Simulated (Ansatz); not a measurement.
The reference is SiC (space group P6_3mc, No. 186; a = 3.078 Å, c = 10.076 Å). Axes: x lies along a and z along c of the hexagonal cell.

Perturbation: compressive biaxial strain of 0.90 % in the plane normal to [001], as in epitaxy on a mismatched substrate; the out-of-plane cell vector and the atoms relax.

Calculations: Ansatz (a quantum-chemistry and plane-wave program) r2SCAN, without spin-orbit coupling.

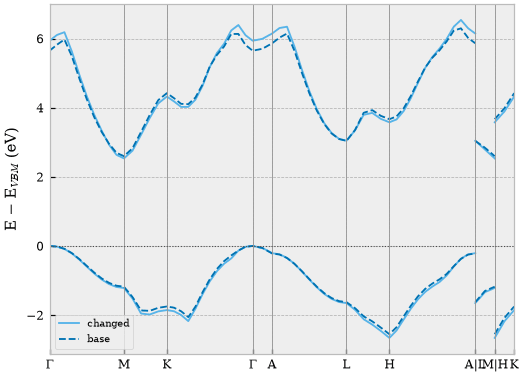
Figure: Highest valence and lowest conduction band along the path, each from its own valence-band maximum

Read the changed gap and its character from the plot.

About 2.5 eV, indirect, Γ → M.

Whether these cells are dynamically stable was not tested.
